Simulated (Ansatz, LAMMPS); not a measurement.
# A frame of liquid K(F,Br) from 850 K (94 atoms): geometry optimisation

Aim: bring a frame of liquid K(F,Br) from 850 K (94 atoms) to a nearby minimum of the energy and see what moves.

Main program and level: Ansatz 0.2.0; Kohn-Sham DFT, PBE, PAW (set soft_2), plane waves.

### Step 1. Set-up

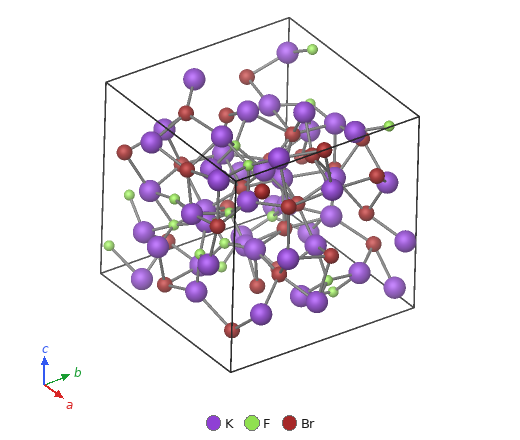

Start, viewed from a free direction; potassium purple, fluorine green, bromine red. Bonds to atoms that aren't drawn are left out. Some periodic images of atoms are drawn too.

The cell holds 94 atoms: 47 K, 18 F and 29 Br. Its edges and angles: a = 15.109 Å, b = 15.109 Å, c = 15.109 Å, α = 90.0°, β = 90.0°, γ = 90.0°. 94 atoms (47 K, 18 F, 29 Br) placed at random at 2.17 g/cm³, melted at 1800 K for 10 ps at fixed volume with the Lennard-Jones and Coulomb ion parameters for SPC/E (Joung and Cheatham, J. Phys. Chem. B 112, 9020 (2008)), full charges. Snapshot at the end of a hold of 20 ps at 850 K and fixed volume.

What the set-up can't give: The starting topology of bonds comes from the classical model. The ion parameters were fitted for water, not for melts, so the starting structure of this cell may lie well off the real melt's. The Brillouin zone is sampled at Γ only, in a cell whose shortest periodic width is 15 Å.

### Step 2. The classical run that made the cell

A classical potential makes the cell, at a small fraction of what the same run would cost in DFT.

This step: classical MD, Lennard-Jones and Coulomb ion parameters for SPC/E (Joung and Cheatham, J. Phys. Chem. B 112, 9020 (2008)), full charges (LAMMPS 22 Jul 2025 - Update 4).

in.lmp

```
# melt-quench of K47F18Br29
units metal
atom_style charge
boundary p p p
region box block 0 15.1089 0 15.1089 0 15.1089
create_box 3 box
mass 1 39.0983   # K
mass 2 18.9984   # F
mass 3 79.9040   # Br
create_atoms 1 random 47 495313 NULL overlap 2.2 maxtry 2000
create_atoms 2 random 18 495320 NULL overlap 2.2 maxtry 2000
create_atoms 3 random 29 495327 NULL overlap 2.2 maxtry 2000
pair_style lj/cut/coul/long 9.0
pair_modify mix arithmetic tail yes
pair_coeff 1 1 0.018634 2.8384   # K
pair_coeff 2 2 0.000321 4.0215   # F
pair_coeff 3 3 0.001169 4.9017   # Br
set type 1 charge 1
set type 2 charge -1
set type 3 charge -1
kspace_style pppm 1.0e-4
neigh_modify delay 0 every 1 check yes
thermo_style custom step time temp pe press density
thermo_modify norm yes
timestep 0.002
thermo 100
min_style cg
minimize 1e-4 1e-4 200 2000
reset_timestep 0
velocity all create 1800 495314 mom yes dist gaussian
fix lim all nve/limit 0.05
fix lan all langevin 1800 1800 0.2 495315 zero yes
thermo 500
run 1000 post no
# [... 10 lines left out ...]
compute msd all msd com yes
thermo 2500
fix md all nvt temp 850 850 0.2
run 10000 post no
print "== T850: mean square displacement over the hold $(c_msd[4]:%.2f) A^2"
unfix md
uncompute msd
write_dump all custom T850.dump id type xs ys zs modify sort id
```

Run with:

```console
lmp -in in.lmp -log none -nocite
```

Numbers of over 12 decimals in the logs are rounded to 6 here.

What it wrote:

```text
LAMMPS (22 Jul 2025 - Update 4)
Created orthogonal box = (0 0 0) to (15.1089 15.1089 15.1089)
Created 47 atoms
Created 18 atoms
Created 29 atoms
PPPM initialization ...
  G vector (1/distance) = 0.30620375
  grid = 10 10 10
  estimated relative force accuracy = 7.8164836e-05
   Step          Time           Temp          PotEng         Press         Density
         0   0              0              2.5359135      691748.93      2.1649845
       100   0.2            0             -3.6949037     -6934.5627      2.1649845
       115   0.23           0             -3.7053253     -5631.1776      2.1649845
[... 21 lines left out ...]
Loop time of 1.13034 s on 1 MPI rank(s) for 5000 steps with 94 atoms
   Step          Time           Temp          PotEng         Press         Density
[... 5 lines left out ...]
Loop time of 0.50112 s on 1 MPI rank(s) for 2500 steps with 94 atoms
   Step          Time           Temp          PotEng         Press         Density
[... 2 lines left out ...]
     12500   25             830.49293     -3.5832325      3755.9342      2.1649845
     15000   30             909.39088     -3.5919153      677.07702      2.1649845
     17500   35             834.28733     -3.6003754      3241.2691      2.1649845
     18500   37             808.875       -3.6156913      1213.9311      2.1649845
Loop time of 2.02696 s on 1 MPI rank(s) for 10000 steps with 94 atoms
== T850: mean square displacement over the hold 16.30 A^2
```

Wall time 4.1 s (1 thread of Intel Xeon Platinum 8488C (Sapphire Rapids), shared host); peak memory 0.07 GiB.

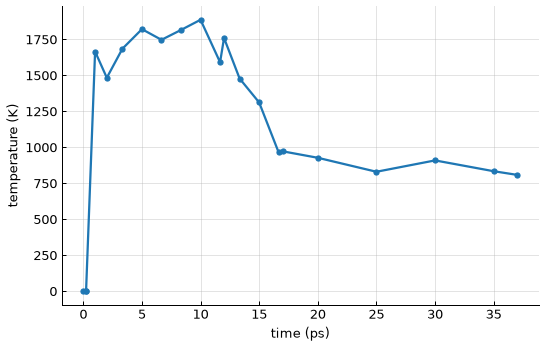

Temperature against time.

### Step 3. Single point at the start

A single point comes first, to see the forces before anything moves.

input.yaml

```yaml
crystal:
  lattice:
    - [15.1089, 0.0, 0.0]
    - [0.0, 15.1089, 0.0]
    - [0.0, 0.0, 15.1089]
  atoms:
    - { symbol: K, position: [0.45339, 0.65338, 0.51139] }
    - { symbol: K, position: [0.79393, 0.59955, 0.3547] }
    - { symbol: K, position: [0.54964, 0.48357, 0.66015] }
    - { symbol: K, position: [0.34197, 0.8893, 0.08801] }
    - { symbol: K, position: [0.1913, 0.63115, 0.07821] }
    - { symbol: K, position: [0.1492, 0.11865, 0.00704] }
    - { symbol: K, position: [0.50668, 0.897, 0.74293] }
    - { symbol: K, position: [0.37269, 0.5135, 0.86634] }
    - { symbol: K, position: [0.9203, 0.21746, 0.18906] }
    - { symbol: K, position: [0.98326, 0.4765, 0.19835] }
    - { symbol: K, position: [0.86187, 0.99185, 0.0361] }
    - { symbol: K, position: [0.77666, 0.5394, 0.10074] }
    - { symbol: K, position: [0.72112, 0.74768, 0.62019] }
    - { symbol: K, position: [0.86364, 0.79441, 0.18073] }
    - { symbol: K, position: [0.28381, 0.35695, 0.35744] }
    - { symbol: K, position: [0.11059, 0.24795, 0.72562] }
    - { symbol: K, position: [0.29498, 0.04436, 0.82283] }
    - { symbol: K, position: [0.95643, 0.56377, 0.74227] }
    - { symbol: K, position: [0.15953, 0.11487, 0.25899] }
    - { symbol: K, position: [0.8906, 0.91351, 0.62726] }
    - { symbol: K, position: [0.18496, 0.12384, 0.48502] }
    - { symbol: K, position: [0.72757, 0.06028, 0.40247] }
    - { symbol: K, position: [0.24248, 0.72639, 0.75936] }
    - { symbol: K, position: [0.57962, 0.1055, 0.16913] }
    - { symbol: K, position: [0.59384, 0.41127, 0.29439] }
    - { symbol: K, position: [0.3535, 0.76103, 0.28441] }
    - { symbol: K, position: [0.94995, 0.3357, 0.45448] }
    - { symbol: K, position: [0.71468, 0.11295, 0.81979] }
    - { symbol: K, position: [0.82874, 0.35874, 0.90994] }
    - { symbol: K, position: [0.46043, 0.23785, 0.42628] }
    - { symbol: K, position: [0.96757, 0.96657, 0.34185] }
    - { symbol: K, position: [0.1686, 0.53289, 0.53489] }
    - { symbol: K, position: [0.51578, 0.2698, 0.89258] }
    - { symbol: K, position: [0.08226, 0.69418, 0.33411] }
    - { symbol: K, position: [0.38416, 0.31135, 0.63837] }
    - { symbol: K, position: [0.84337, 0.76392, 0.91897] }
    - { symbol: K, position: [0.38065, 0.03263, 0.32447] }
    - { symbol: K, position: [0.60718, 0.65334, 0.9359] }
    - { symbol: K, position: [0.5464, 0.09443, 0.56224] }
    - { symbol: K, position: [0.58811, 0.83148, 0.32206] }
    - { symbol: K, position: [0.71185, 0.27883, 0.65084] }
    - { symbol: K, position: [0.29496, 0.91125, 0.59008] }
    - { symbol: K, position: [0.38719, 0.51121, 0.17319] }
    - { symbol: K, position: [0.12088, 0.39748, 0.94363] }
    - { symbol: K, position: [0.33657, 0.30178, 0.11452] }
    - { symbol: K, position: [0.08591, 0.8799, 0.09906] }
    - { symbol: K, position: [0.0615, 0.95128, 0.86432] }
    - { symbol: F, position: [0.4451, 0.90859, 0.23309] }
    - { symbol: F, position: [0.59252, 0.26623, 0.53365] }
    - { symbol: F, position: [0.96136, 0.8635, 0.9768] }
    - { symbol: F, position: [0.22033, 0.97122, 0.95693] }
    - { symbol: F, position: [0.57018, 0.12717, 0.35263] }
    - { symbol: F, position: [0.43024, 0.36395, 0.25707] }
    - { symbol: F, position: [0.8713, 0.61373, 0.20729] }
    - { symbol: F, position: [0.0075, 0.13991, 0.36622] }
    - { symbol: F, position: [0.45771, 0.38628, 0.77414] }
    - { symbol: F, position: [0.01967, 0.8294, 0.25938] }
    - { symbol: F, position: [0.33526, 0.88309, 0.76177] }
    - { symbol: F, position: [0.68662, 0.29618, 0.82084] }
    - { symbol: F, position: [0.22434, 0.77236, 0.15275] }
    - { symbol: F, position: [0.28826, 0.18496, 0.3395] }
    - { symbol: F, position: [0.25601, 0.47757, 0.00486] }
    - { symbol: F, position: [0.3586, 0.13361, 0.52926] }
    - { symbol: F, position: [0.00673, 0.0368, 0.13561] }
    - { symbol: F, position: [0.75733, 0.72967, 0.04859] }
    - { symbol: Br, position: [0.19481, 0.94803, 0.39065] }
    - { symbol: Br, position: [0.10957, 0.2836, 0.1287] }
    - { symbol: Br, position: [0.36108, 0.09117, 0.09711] }
    - { symbol: Br, position: [0.26203, 0.72636, 0.48217] }
    - { symbol: Br, position: [0.41249, 0.67637, 0.00989] }
    - { symbol: Br, position: [0.95838, 0.51289, 0.96842] }
    - { symbol: Br, position: [0.58186, 0.4396, 0.08633] }
    - { symbol: Br, position: [0.72714, 0.88853, 0.78063] }
    - { symbol: Br, position: [0.20861, 0.53653, 0.27093] }
    - { symbol: Br, position: [0.80454, 0.39556, 0.2775] }
    - { symbol: Br, position: [0.75311, 0.59666, 0.80549] }
    - { symbol: Br, position: [0.48981, 0.10283, 0.76076] }
    - { symbol: Br, position: [0.92041, 0.35234, 0.7054] }
    [... 10 atom lines left out ...]
    - { symbol: Br, position: [0.11018, 0.03199, 0.67916] }
    - { symbol: Br, position: [0.00126, 0.77473, 0.76609] }
    - { symbol: Br, position: [0.8093, 0.86346, 0.44121] }
    - { symbol: Br, position: [0.74073, 0.95748, 0.21344] }
    - { symbol: Br, position: [0.98282, 0.54805, 0.41542] }
    - { symbol: Br, position: [0.7535, 0.08572, 0.60847] }
kpoints:
  mp_grid: { grid: [1, 1, 1] }
hamiltonian:
  xc: pbe
scf:
  occupations: { method: fermi_dirac, width: 0.05 }
output:
  forces: true
  stress: true
  populations: true
  dos:
    method: { smearing: { sigma: 0.1 } }
    de: 0.1
    projected: { site_lists: { Br: [Br], F: [F], K: [K] } }
  eigenvalues: true
```

Run with:

```console
ansatz run input.yaml --threads 4 --pin off --max-ram 8192MiB --backend cpu --events-out ev --progress --plain --runs-dir out
```

What it wrote:

```text
Engine: ansatz 0.2.0, x86_64-unknown-linux-gnu
Pseudopotentials: kind: paw
Pseudopotential: K, paw, valence charge 9, recommended cutoff 420 eV (normal), K.paw.azcp
Pseudopotential: F, paw, valence charge 7, recommended cutoff 420 eV (normal), F.paw.azcp
Pseudopotential: Br, paw, valence charge 7, recommended cutoff 420 eV (normal), Br.paw.azcp
[... 5 lines on functional and potentials left out ...]
Crystal: 94 atoms, lattice volume = 3449.042 Å³
Basis set: ecut = 420 eV, 67451 PW (Γ), exchange–correlation on 216×216×216 points (8 copies of the dense FFT grid, shifted against one another)
Bands: 470, of which v1, the nominal top of the filled ones, is band 376 counted from 1 (375 counted from 0)
Symmetry: 1 space group operations
Space group: P1 (ITA 1), of the structure as read, at distance tolerance 1.5e-4 Å
k-points: 1
[... 7 lines on functional and potentials left out ...]
Initial density: superposition of atomic densities (neutral atoms: chi_scale 0, normalization atom), corrected by the library's trained network
Initial wavefunctions: pseudopotential atomic-orbital guess
Functional: x = pbe(κ = 0.804, μ = 0.219515), c = pbe(β = 0.066725)
SCF iter   1: F=—  HF=-167673.809847 eV  |F-HF|=—  |Δ(HF+E_count)|=         —  Δρ=8.38e-4  dr2=1.09e-1  ethr=1.77e-3  ⟨swp⟩=7.0  Hψ=1972  notcnv=0  defer=72
preconditioner: auto → Resta (q_TF=auto, 2.117 Å⁻¹)  ε∞=2.4  [insulator: Δε(μ)=3.262 eV  Ē_g=13.274 eV  σ=0.050 eV  W_gap=1.00  n_scr=514 (ndim 8)  ℏωp=15.8 eV  f_vac=0.218  D(μ)=0.00/eV (n_scr^D=0)  ε∞_Penn≈2.4]
SCF iter   2: F=—  HF=-167673.794254 eV  |F-HF|=—  |Δ(HF+E_count)|=   1.56e-2  Δρ=4.89e-4  dr2=2.45e-2  ethr=1.45e-5  ⟨swp⟩=2.0  Hψ=859  notcnv=0  defer=86
SCF iter   3: F=—  HF=-167673.790181 eV  |F-HF|=—  |Δ(HF+E_count)|=   4.07e-3  Δρ=4.32e-4  dr2=7.89e-3  ethr=3.26e-6  ⟨swp⟩=2.0  Hψ=718  notcnv=0  defer=86
SCF iter   4: F=—  HF=-167673.788627 eV  |F-HF|=—  |Δ(HF+E_count)|=   1.55e-3  Δρ=1.66e-4  dr2=1.16e-3  ethr=1.05e-6  ⟨swp⟩=2.0  Hψ=711  notcnv=0  defer=86
SCF iter   5: F=—  HF=-167673.788515 eV  |F-HF|=—  |Δ(HF+E_count)|=   1.11e-4  Δρ=4.25e-5  dr2=8.70e-5  ethr=1.54e-7  ⟨swp⟩=2.0  Hψ=700  notcnv=0  defer=86
SCF iter   6: F=—  HF=-167673.792924 eV  |F-HF|=—  |Δ(HF+E_count)|=   4.41e-3  Δρ=3.24e-5  dr2=2.69e-5  ethr=1.16e-8  ⟨swp⟩=2.0  Hψ=798  notcnv=0  defer=87
SCF iter   7: F=—  HF=-167673.792923 eV  |F-HF|=—  |Δ(HF+E_count)|=   9.99e-7  Δρ=1.09e-5  dr2=3.33e-6  ethr=3.58e-9  ⟨swp⟩=2.0  Hψ=701  notcnv=0  defer=87
SCF iter   8: F=—  HF=-167673.792923 eV  |F-HF|=—  |Δ(HF+E_count)|=   5.25e-7  Δρ=2.44e-6  dr2=2.53e-7  ethr=4.43e-10  ⟨swp⟩=2.0  Hψ=701  notcnv=0  defer=87
SCF iter   9: F=—  HF=-167673.792923 eV  |F-HF|=—  |Δ(HF+E_count)|=   2.49e-7  Δρ=2.66e-6  dr2=1.62e-7  ethr=1.33e-11  ⟨swp⟩=18.0  Hψ=2955  notcnv=0
SCF iter  10: F=-167673.792923 eV  HF=-167673.792923 eV  |F-HF|=1.80e-9  |Δ(HF+E_count)|=   3.31e-8  Δρ=3.21e-7  dr2=4.46e-9  ethr=1.33e-11  ⟨swp⟩=2.0  Hψ=1239  notcnv=0
SCF 1 converged in 10 iterations: F = -167673.792923 eV  dr2 = 4.46e-9
  greatest PAW one-centre occupation: 0.987 electrons in one spin orbital (limit 2), on the K atom at site 0 (counted from 0), in its partial waves of l = 0
SCF converged after 10 iterations
Free energy (F): -167673.792923 eV
Harris-Foulkes:  -167673.792923 eV  (|F-HF|=1.80e-9)
Internal energy: -167673.792923 eV  (E = F + TS)
E sigma→0 (E₀):  -167673.792923 eV
Fermi energy:    2.345587 eV
--- Per-component energies (eV) ---
  E_band       = -7336.030100
  E_kinetic    = 19535.256879
  E_local      = -58713.676277  (includes V_loc(G=0)·N_el)
  E_nonlocal   = 3945.353018
  E_hartree    = 21700.561168
  E_xc         = -15493.575640
  E_vxc        = -12634.905711  (∫ρ·V_xc dr)
  E_paw        = -105497.668529  (= ΣΔE_a)
  E_vpaw       = -2869.216025  (= ΣTr[D̂ρ^β])
  E_aug_tail   = 0.036798  (compensation charges beyond the density's cutoff)
  E_ewald      = -33150.080341
  E_smearing   = -0.000000  (= −TS)
  E_closure    = -0.000000  (closes the sum)
  Σ components = -167673.792923   (vs F -167673.792923, Δ=0.00e0)
--- Forces (eV/Å), atoms counted from 1 ---
  atom   1  K      0.46752717     0.65294373     0.05317977
  atom   2  K      0.02027526     0.10561352    -0.06585709
  atom   3  K      0.22319800     0.00379877     0.40801413
  atom   4  K     -0.02074359    -0.35367618    -0.26236416
  atom   5  K      0.29373442    -0.22123147    -0.31708647
  atom   6  K     -0.13634693    -0.13347945     0.05722517
  atom   7  K     -0.07575034    -0.38995582     0.19248170
  atom   8  K     -0.16742920    -0.20189038     0.13050561
  atom   9  K     -0.02088002    -0.55404805    -0.03846551
  atom  10  K      0.17942057     0.32903261     0.07003363
  atom  11  K      0.30608491     0.29804898    -0.01074285
  atom  12  K     -0.23594915     0.43513570    -0.29739146
  atom  13  K     -0.23765166    -0.04758050     0.20391653
  atom  14  K      0.02491348    -0.64818884    -0.16023832
[...]
atom  93  Br    -0.03456226    -0.49328065     0.44673946
  atom  94  Br     0.24458636    -0.15014656    -0.08789126
  max |Σ_I F_I| component: 3.41e-5 eV/Å
--- Stress (GPa, compression-positive) ---
       -0.797546      -0.112471      -0.266589
       -0.112471      -0.083986      -0.011551
       -0.266589      -0.011551      -0.300725
  P = ⅓ Tr σ = -0.3941 GPa (-3.941 kbar)
--- Band table (eV) ---
  k-point 0: bands = ["-28.6177", "-28.6094", "-28.6014", "-28.5865", [... 454 levels ...], "7.7350", "7.7435", "7.7503", "7.7981", "7.8187", "7.8361", "7.8379", "7.8707", "7.9070", "7.9335", "7.9697", "7.9762"]
--- Löwdin populations: 94 sites ---
  site symbol       q [e]
     0      K      8.2830
     1      K      8.2271
     2      K      8.2137
[...]
93     Br      7.6746
  spilling = 0.004211 (of n_electrons = 752.000000)
```

It took 42 s on 4 threads of Intel Xeon Platinum 8488C (Sapphire Rapids), shared host; peak memory 4.4 GiB; 2.6 min of CPU time.

The column dr2 measures how far the density is from self-consistency, as an energy; F and HF (Harris–Foulkes) agree once it is small.

Read from the output:

| Item | Value |
| --- | --- |
| free energy | -167673.7929 eV |
| free energy per atom | -1783.7638 eV/atom |
| SCF cycles | 10 |
| pressure | -0.3941 GPa |
| r.m.s. force component | 0.2444 eV/Å |
| longest force | 0.9243 eV/Å |
| Fermi energy | 2.346 eV |
| gap (highest filled to lowest empty level) | 3.26 eV |
| spilling of the projection | 0.004211 |

The r.m.s. force component of 0.24 eV/Å and the pressure of -0.39 GPa set the starting point.

Length of the force by element:

| element | coordination | atoms | mean length of the force (eV/Å) | spread | least | most |
| --- | --- | --- | --- | --- | --- | --- |
| Br | all | 29 | 0.378 | 0.138 | 0.204 | 0.900 |
| F | all | 18 | 0.384 | 0.144 | 0.133 | 0.669 |
| K | all | 47 | 0.400 | 0.185 | 0.0763 | 0.924 |

[end of part 1 of 3]

[Logs are printed without paths, hosts, clocks, repeated set-up lines and the standing remarks that a program may print on its own settings, such as how far it seeks lower states.]

[Hosts, paths, dates, database ids (printed as entryN), source tags and the programs' standing remarks are cut or masked in the printed files.]
